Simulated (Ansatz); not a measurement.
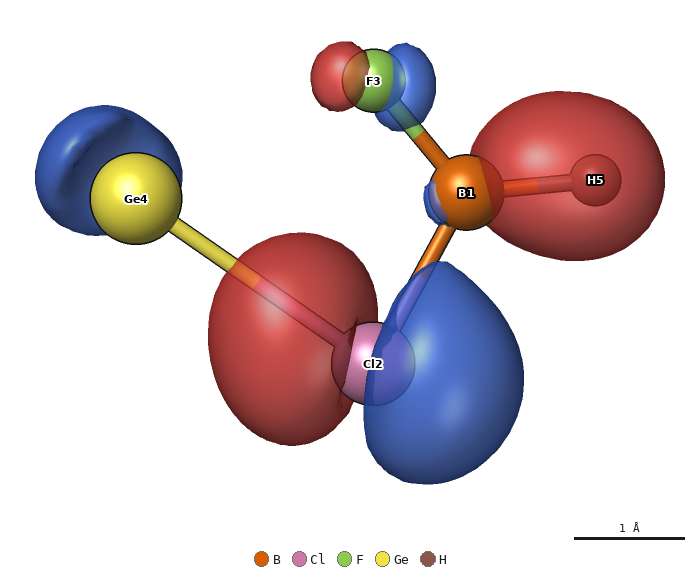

Figure. BClFGeH2 (charge +1). The HOMO−1 at ±0.15 Å⁻³ᐟ² (red and blue are the two phases), seen across its widest extent.

Geometry: r2SCAN-D4/def2-SVP.

All numbers below come from Ansatz 0.2.0, isolated molecule in a Gaussian basis; Kohn-Sham density functional theory, functional PBE0.

Input file:

```
crystal:
  periodic: [false, false, false]
  atoms:
    - {symbol: B, position_ang: [1.352002, -0.236981, 0.035320]}
    - {symbol: Cl, position_ang: [0.047886, -1.394582, 0.400989]}
    - {symbol: F, position_ang: [1.124405, 0.956002, 0.591750]}
    - {symbol: Ge, position_ang: [-0.991889, 0.653146, 1.751379]}
    - {symbol: H, position_ang: [2.306365, -0.502683, -0.622300]}
    - {symbol: H, position_ang: [-1.603528, 1.110887, 0.360920]}
basis:
  gaussian:
    orbitals: def2-TZVPD
total_charge: 1
hamiltonian:
  xc: {name: PBE0}
output: {forces: true, orbitals: {seedname: orbitals}}
```

Run with:

```sh
ansatz run input.yaml --threads 2 --pin off --max-ram 4350MiB --events-out events.jsonl --progress --plain --runs-dir runs
```

### What is the character of this orbital?

Its weight (Hirshfeld) is mainly on Cl2 (about 55 %), B1 (about 15 %), Ge4 (about 15 %) and H5 (about 15 %). Its energy is −15.71 eV.
